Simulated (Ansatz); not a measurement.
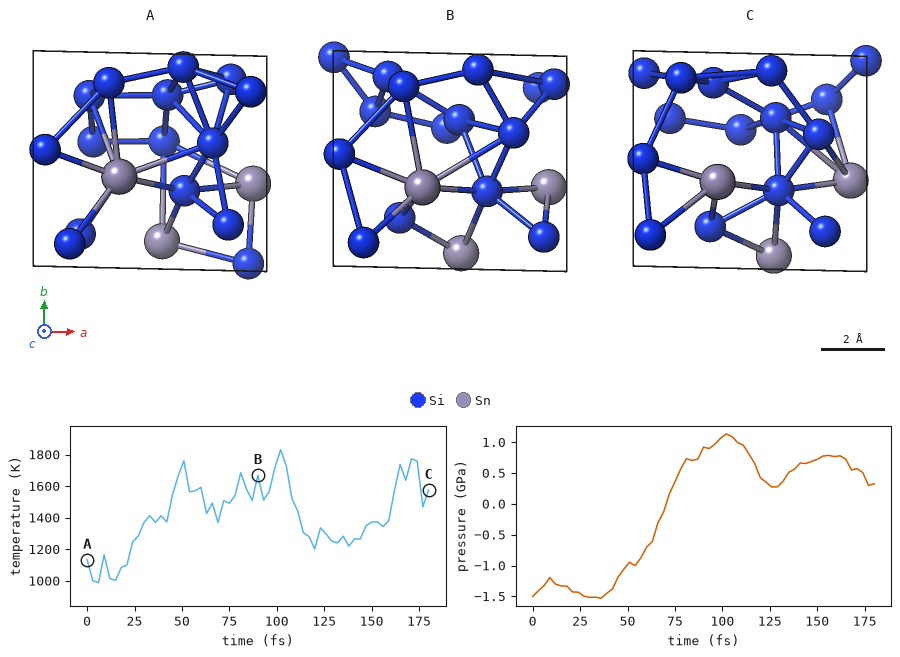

First-principles dynamics of an amorphous cell of composition Si5Sn (18 atoms in the cell), 180 fs long. It starts from the last geometry of an earlier run, with fresh velocities. Frames (A at 0 fs, B at 90 fs, C at 180 fs) and the history of the run. The picture is a ball-and-stick view of the simulation cell, seen along the c axis. Atoms that leave the cell re-enter on the other side. Bonds to atoms that aren't drawn are left out.

These are results of Ansatz, DFT PBE, scalar-relativistic, plane waves, PAW, not measurements. Settings: plane-wave cutoff 420 eV; k-point mesh 1 × 1 × 1; Fermi-Dirac smearing 0.103 eV; volume 0.96 times that of the relaxed crystal; set temperature 1200 K; time step 3 fs.

The input:
```yaml
crystal:
  lattice:
    - [7.520395, -0.085267, -0.025175]
    - [-0.085267, 6.925834, 0.049583]
    - [-0.025175, 0.049583, 7.217339]
  atoms:
    - { symbol: Si, position: [0.6427204146, 0.3622579934, 0.492467028] }
    - { symbol: Si, position: [0.2362492985, 0.7933372986, 0.4680844498] }
    - { symbol: Si, position: [0.2525313221, 0.5801062143, 0.1945541919] }
    - { symbol: Si, position: [0.5557687289, 0.5902887334, 0.1088202929] }
    - { symbol: Si, position: [0.8300797749, 0.2088356301, 0.7607923164] }
    - { symbol: Si, position: [0.1966754045, 0.1495353772, 0.4827633004] }
    - { symbol: Si, position: [0.9266185826, 0.8294219941, 0.9865483677] }
    - { symbol: Si, position: [0.9164963002, 0.0308233554, 0.2583271689] }
    - { symbol: Si, position: [0.8414979364, 0.8845496052, 0.5427158953] }
    - { symbol: Si, position: [0.0464938117, 0.5380507953, 0.9154245067] }
    - { symbol: Si, position: [0.5710403502, 0.8052067708, 0.4723991198] }
    - { symbol: Si, position: [0.1523803313, 0.1036578315, 0.9278223259] }
    - { symbol: Si, position: [0.7642604862, 0.5868242892, 0.7400425143] }
    - { symbol: Si, position: [0.320047695, 0.8557356023, 0.8536418016] }
    - { symbol: Si, position: [0.6381370728, 0.9368230666, 0.8312395085] }
    - { symbol: Sn, position: [0.9369090487, 0.4022748957, 0.2410674606] }
    - { symbol: Sn, position: [0.5475268773, 0.1252594954, 0.1651846607] }
    - { symbol: Sn, position: [0.3641065242, 0.4203673304, 0.7600270345] }
  symmetry: { detect: false }
basis:
  ecutwfc: 420
  xc_grid: 1
kpoints:
  mp_grid: { grid: [1, 1, 1], shift: [0.25, 0.25, 0.25] }
hamiltonian:
  xc: pbe
scf:
  occupations: { method: fermi_dirac, width: 0.1034 }
  lower_state_search: "off"
  convergence: { dr2_threshold: 1.0e-05 }
output:
  forces: true
  stress: true
md:
  timestep: 3.0
  n_steps: 60
  ensemble: nvt_langevin
  friction: 0.015
  temperature: 1200.0
  initial_velocities: maxwell_boltzmann
  seed: 62282
```

Launched with:
```bash
ansatz run input.yaml --threads 2 --pin off --max-ram 5120MiB --backend cpu --events-out ev --progress --plain --runs-dir out
```

> What happens in this trajectory?

In the second half of the run the atoms are, in the root-mean-square, this far from where they began (common drift taken out): Si 0.78 Å, Sn 0.47 Å. The run lasts only 180 fs, too short to tell vibration from diffusion. Bond changes: 5 Si–Si bonds form between 51 fs and 144 fs; 3 Si–Si bonds break between 60 fs and 129 fs. Over the second half the temperature averages 1460 K (spread ±191 K). The potential energy is still drifting at the end, so the run hasn't reached equilibrium. The potential energy in the second half lies on average 37.9 meV per atom below the first frame. The mean pressure there is 0.7 GPa.

Limits of the set-up: the periodic images lie only 6.9 Å apart, so the values are limited by the cell's size.

The run took 6.8 min on 2 threads of AMD EPYC (Zen 3), with other jobs on the host, peak memory 0.49 GiB.
